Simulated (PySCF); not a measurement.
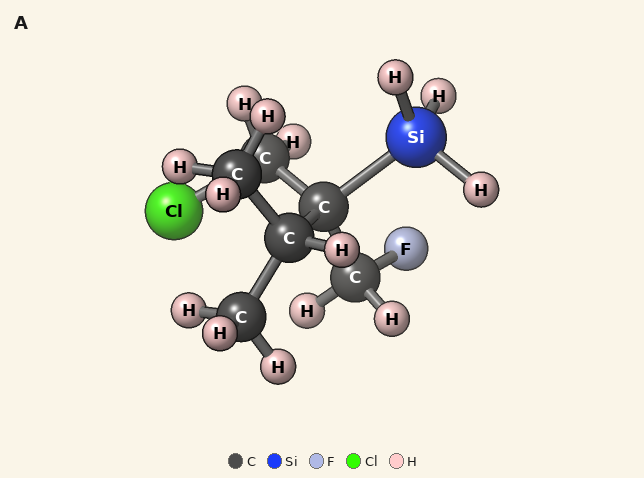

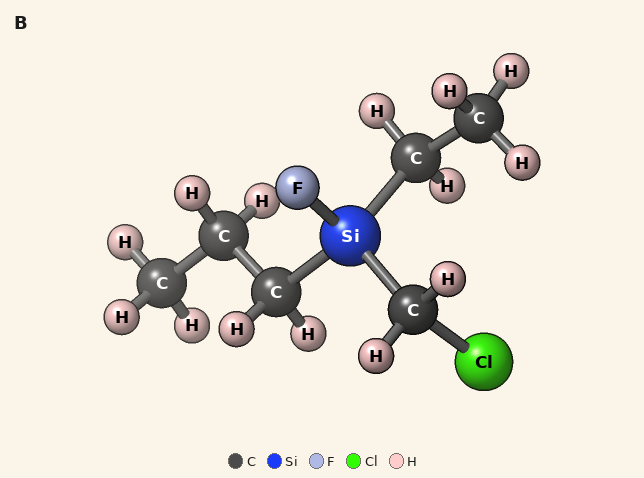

2 stationary structures of one formula. Geometries: GFN2-xTB. Electronic energies: PBE0/pcSseg-1 (PySCF 2.14.0), without zero-point energy. No frequency run is at hand to confirm each as a minimum. Each is one conformer, not always the lowest.

How are they related?

They are constitutional isomers of C6H14ClFSi: A `CC(C)[C@@]([SiH3])(CF)CCl`, B `CCC[Si@](F)(CC)CCl`.

Which structure is the most stable?

B is lowest; A lies 279.6 kJ/mol above it.

The geometry is semi-empirical. Around Si such bond lengths and angles can be off by a tenth of an ångström or more and by several degrees, and values that hang on the shape move with them.
